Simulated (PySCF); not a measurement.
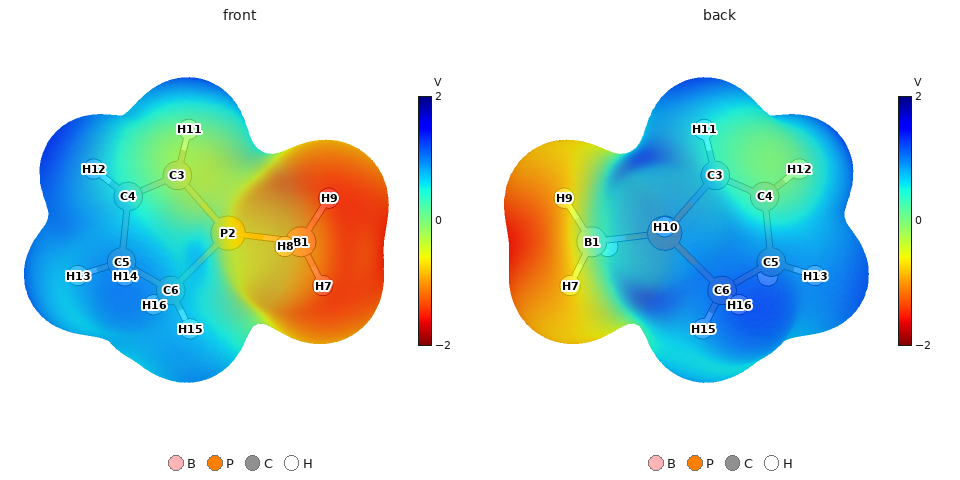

C₄H₁₀BP. The electrostatic potential painted on the density surface at 0.002 e/bohr³, seen from the front and from behind; red is negative and blue positive.

Geometry: GFN2-xTB.

These are results of PySCF 2.14.0, PBE0/pcSseg-1, SCF density, gas phase, non-relativistic, not measurements.

```xyz
16

B     2.3214    0.5754    0.3486
P     0.7740    0.0333   -0.6438
C    -0.6313    1.1568   -0.7684
C    -1.6945    0.7178   -0.1060
C    -1.5855   -0.6172    0.5623
C    -0.2928   -1.2981    0.0798
H     3.0272   -0.3845    0.3646
H     1.8671    0.8549    1.4174
H     2.7836    1.5033   -0.2348
H     0.8953   -0.3881   -1.9732
H    -0.5584    2.1146   -1.2573
H    -2.6150    1.2741   -0.0054
H    -2.4635   -1.2302    0.3441
H    -1.5620   -0.4652    1.6451
H     0.2365   -1.7886    0.8977
H    -0.5096   -2.0494   -0.6819
```

Q: Describe the electrostatic potential map.

A: The most negative region (about −1.5 V) lies over H9, the most positive (about +1.3 V) over P2, H12 and H16.
